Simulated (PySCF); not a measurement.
**Run report: C6H8B2, excited-state calculation**

The run: excited-state calculation of C6H8B2, SMILES BC1=CC(=C)C=C1B. Method and program: TDDFT CAM-B3LYP/def2-SVPD, vertical, gas phase, core orbitals frozen in the response (PySCF 2.14.0).

The geometry comes from this level: GFN2-xTB.

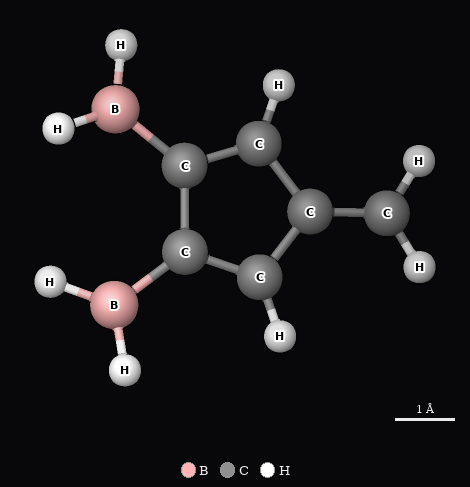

*The structure (ball-and-stick view, seen at a tilt).*

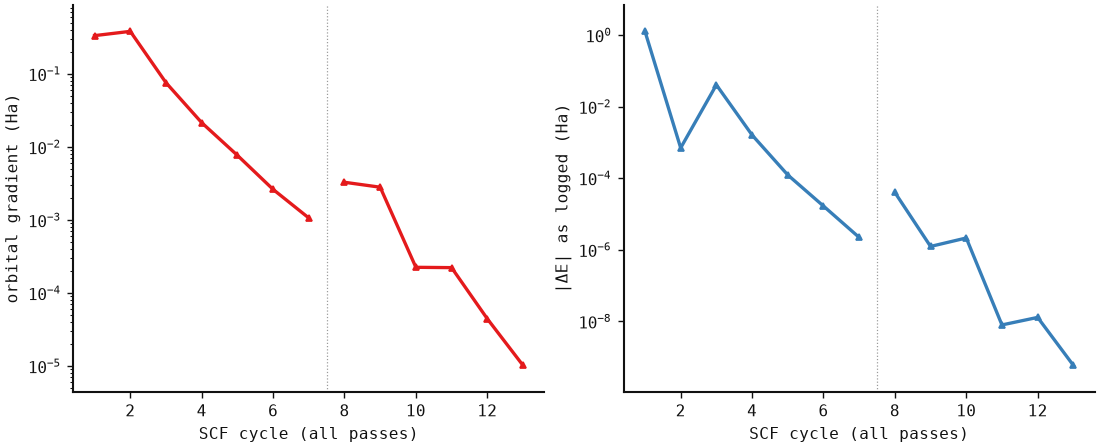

*Convergence of the self-consistent field: orbital gradient and size of the energy change against the SCF cycle. The dotted line marks the change from a coarse to the final integration grid.*

The first 7 cycles use a coarse grid, the final grid takes over at cycle 8, and the field converges after 13 cycles in all.

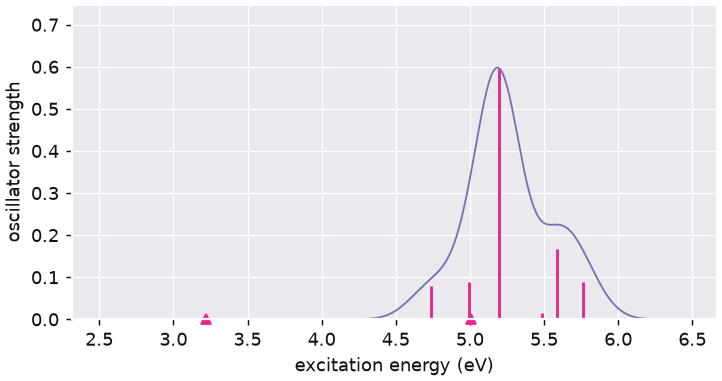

*Computed excitations as sticks (degenerate states added up, dark ones marked on the axis), with a Gaussian envelope of 0.35 eV full width at half maximum, scaled to the tallest.*

Of the 8 states the lowest lies at 3.22 eV (f = 0.000); the strongest line is at 5.20 eV, or 239 nm (f = 0.598).

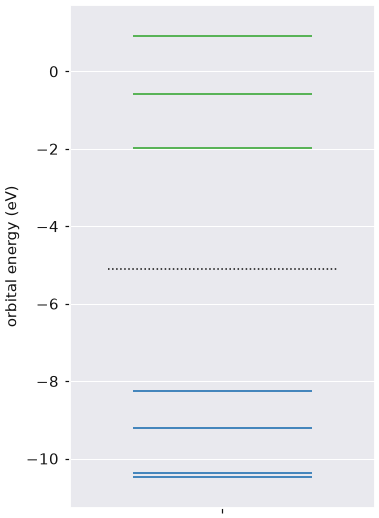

*Orbital energies near the frontier; the dotted line parts filled from empty levels, and levels within 0.02 eV of each other stand side by side.*

Highest filled −8.24 eV, lowest empty −1.98 eV, 6.26 eV apart.

These pictures come from the run below.

Input file:
```
{"job": {"kind": "uv", "xc": "CAM-B3LYP", "basis": "def2-SVPD", "nstates": 8, "ntriplets": 3}, "charge": 0, "multiplicity": 1}
B     -2.063412    -1.445644    -0.172379
C     -0.748237    -0.665172    -0.033185
C      0.493008    -1.221787    -0.006328
C      1.506061    -0.176238     0.034558
C      2.834794    -0.332723     0.062138
C      0.760191     1.074625     0.034517
C     -0.575632     0.818914     0.003459
B     -1.676691     1.886159     0.086758
H     -3.062645    -0.904434    -0.443944
H     -2.051160    -2.608543    -0.036069
H      0.726647    -2.271200    -0.028990
H      3.502698     0.512699     0.091635
H      3.288088    -1.310626     0.054801
H      1.227067     2.042562     0.072754
H     -2.775522     1.603024     0.365863
H     -1.392855     3.007329    -0.096999
```

The first line tells a small driver script what to run in PySCF; the rest is the geometry in Å.

Run as:
```bash
OMP_NUM_THREADS=1 python <driver script> task.json out
```

The program's output:
```
coarse grid: 13648 points
cycle   1  E = -282.5819651169  dE =  1.271e+00  |g| = 3.346e-01  |ddm| = 1.358e+01
cycle   2  E = -282.5826677302  dE = -7.026e-04  |g| = 3.828e-01  |ddm| = 2.314e+00
cycle   3  E = -282.6233077325  dE = -4.064e-02  |g| = 7.587e-02  |ddm| = 1.211e+00
cycle   4  E = -282.6249169321  dE = -1.609e-03  |g| = 2.153e-02  |ddm| = 2.772e-01
cycle   5  E = -282.6250402152  dE = -1.233e-04  |g| = 7.693e-03  |ddm| = 9.190e-02
cycle   6  E = -282.6250568645  dE = -1.665e-05  |g| = 2.628e-03  |ddm| = 2.498e-02
cycle   7  E = -282.6250590760  dE = -2.211e-06  |g| = 1.068e-03  |ddm| = 9.453e-03
final grid: 132640 points
cycle   8  E = -282.6867576782  dE = -4.002e-05  |g| = 3.290e-03  |ddm| = 1.918e-01
cycle   9  E = -282.6867589163  dE = -1.238e-06  |g| = 2.816e-03  |ddm| = 2.149e-02
cycle  10  E = -282.6867610491  dE = -2.133e-06  |g| = 2.255e-04  |ddm| = 7.893e-03
cycle  11  E = -282.6867610570  dE = -7.920e-09  |g| = 2.231e-04  |ddm| = 1.381e-03
cycle  12  E = -282.6867610699  dE = -1.286e-08  |g| = 4.458e-05  |ddm| = 6.807e-04
cycle  13  E = -282.6867610704  dE = -5.881e-10  |g| = 1.026e-05  |ddm| = 1.561e-04
converged SCF energy = -282.6867610704

Static polarisability (au): isotropic 104.710, principal 58.764 97.585 157.781

Singlet excitations
state   eV       nm        f      main configurations
  1   3.2172    385.4   0.00003   H->L 0.99
  2   4.7368    261.7   0.07801   H-1->L 0.58, H->L+1 0.39
  3   4.9934    248.3   0.08863   H-3->L 0.65, H->L+1 0.16
  4   5.0083    247.6   0.00346   H-2->L 0.85
  5   5.1952    238.7   0.59787   H->L+1 0.37, H-1->L 0.31, H-3->L 0.14
  6   5.4874    225.9   0.01537   H-5->L 0.45, H-3->L+1 0.29, H-1->L+1 0.19
  7   5.5903    221.8   0.16686   H-4->L 0.40, H-2->L+1 0.37
  8   5.7607    215.2   0.08819   H-1->L+1 0.64, H-5->L 0.13, H->L+2 0.08

Triplet excitations (Tamm-Dancoff, eV): 2.1084 2.7042 3.6258
```

Summary:

- outcome: converged
- total energy: −282.686761 hartree
- HOMO: −8.24 eV
- LUMO: −1.98 eV
- dipole moment: 3.45 D
- mean polarisability: 104.71 a.u.
- lowest singlet excitation: 3.22 eV
- hardware: 1 CPU thread, shared host
- wall time: 43 s
- peak memory: 1 GiB
